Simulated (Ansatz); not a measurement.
**C2H3F2GeN: density, localisation and related maps**

| atom | x (Å) | y (Å) | z (Å) |
| --- | --- | --- | --- |
| C | -0.5120 | -0.9595 | 0.8066 |
| Ge | 0.4774 | 0.0424 | -0.4864 |
| F | 2.1669 | -0.0204 | -0.1881 |
| F | 0.2712 | -0.5807 | -2.0728 |
| C | 0.0429 | 1.9069 | -0.6035 |
| N | -0.2638 | 3.0157 | -0.6241 |
| H | -0.3372 | -0.5453 | 1.7995 |
| H | -1.5751 | -0.9076 | 0.5717 |
| H | -0.1819 | -1.9978 | 0.7801 |

Geometry: PBE0-D4/def2-TZVP.

The calculation used RKS PBE0-D4/def2-TZVPP in Ansatz.

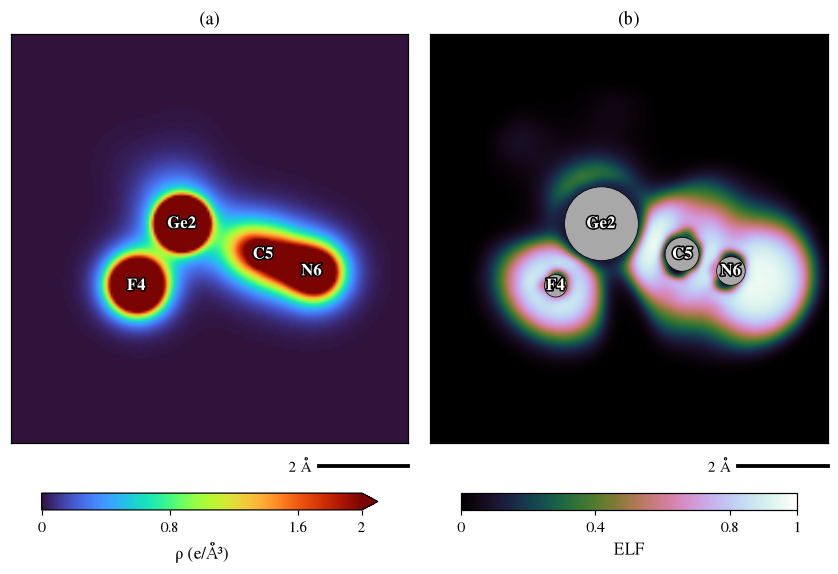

Figure 1. (a) total electron density; (b) ELF on the plane of atoms F4, Ge2 and C5. Grey discs cover the atomic cores in the ELF map.

**Describe what can be read from this map.**

The section cuts through Ge, F, C and N sites.
C–N (1.15 Å): ρ at the midpoint is about 3.8 e/Å³; the ELF peaks at about 0.85 between the atoms: a multiple bond.
Ge–F (1.72 Å): ρ is about 1 e/Å³ halfway; the ELF peaks at about 0.85 in the valence shell of F, 0.5 Å from its nucleus, and is about 0.25 at the midpoint.
C–Ge (1.92 Å): ρ is about 0.89 e/Å³ halfway; the ELF peaks at about 0.95 in the valence shell of C, 0.6 Å from its nucleus, and is about 0.60 at the midpoint.
The ELF also peaks beside F4 and N6, away from the bonds: lone-pair regions.

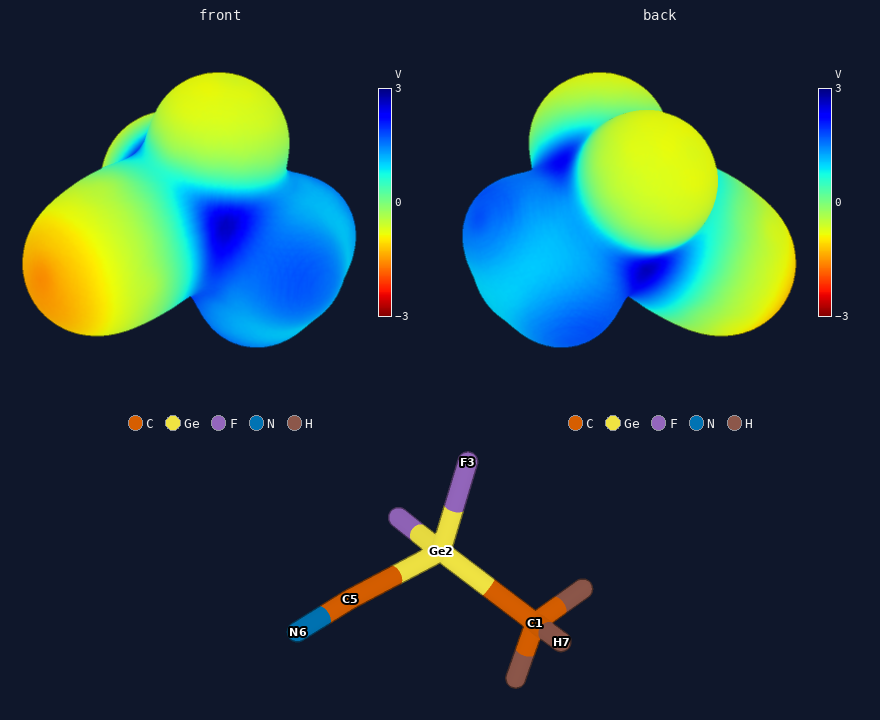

Figure 2. The electrostatic potential painted on the density surface at 0.002 e/bohr³, seen from the front and from behind; red is negative and blue positive. The bare structure is drawn below in the same view.

**Where is the surface potential most negative and most positive?**

The most negative region (about −1.5 V, or −35 kcal/mol for a unit charge) lies over N6, the most positive (about +2.5 V, or +58 kcal/mol for a unit charge) over Ge2. N6 is the likeliest acceptor of a hydrogen bond.

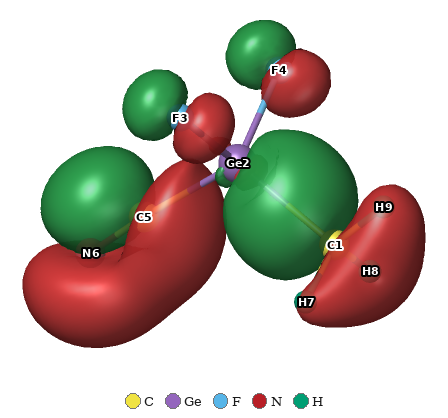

Figure 3. The HOMO at ±0.1 Å⁻³ᐟ² (green and red are the two phases), seen at a tilt.

**Describe this orbital and give its energy.**

It lies mainly on N6 (about 30 %), C5 (about 20 %), C1 (about 20 %) and Ge2 (about 10 %). Its energy is −10.35 eV.
